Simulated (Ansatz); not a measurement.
Fields on a plane of Cu (fcc, Cu type)

```xyz
1
Lattice="0.0000 1.7819 1.7819 1.7819 0.0000 1.7819 1.7819 1.7819 0.0000" Properties=species:S:1:pos:R:3 pbc="T T T"
Cu     0.0000     0.0000     0.0000
```

The slice is a {100} plane (indices of the conventional cell) through the point (0.000, 0.000, 0.000) (fractional), spanned by u = [100] and v = [0 1 -1] in vectors of this cell: u (2.52 Å) and v (2.52 Å, at 90° to u). It covers one period; positions are fractions (u, v).

Atoms on it: Cu at (0.00, 0.00).

Method: PBEsol (plane waves to 420 eV, PAW, scalar-relativistic; Ansatz, a program for electronic structure). k mesh 22×22×22. These are valence fields of a PAW run, semicore shells included where kept as valence: close to a nucleus they are smooth pseudo fields. Cu is run without spin polarisation. Cu was relaxed with its symmetry unable to fall.

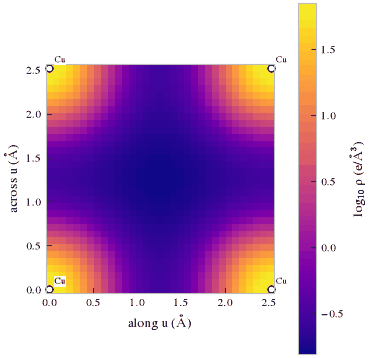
*Log₁₀ of the valence density in e/Å³, one period of the plane, atoms marked. The scale is logarithmic, as a density can span decades between atoms and voids.*

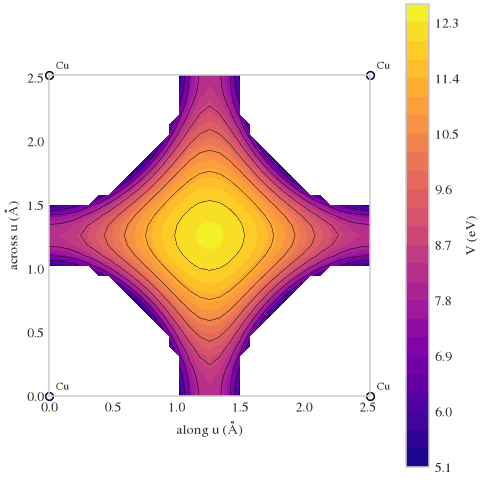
Electrostatic potential energy of an electron, from the cell's mean, in eV, one period of the plane, atoms marked. Points within 1 Å of a nucleus are left white, as the pseudised field means little there. The zero, the cell's mean, hangs on the PAW cores.

- Density on the Cu–Cu line (2.52 Å) at its midpoint: 0.29 e/Å³
- ELF at that point: 0.22
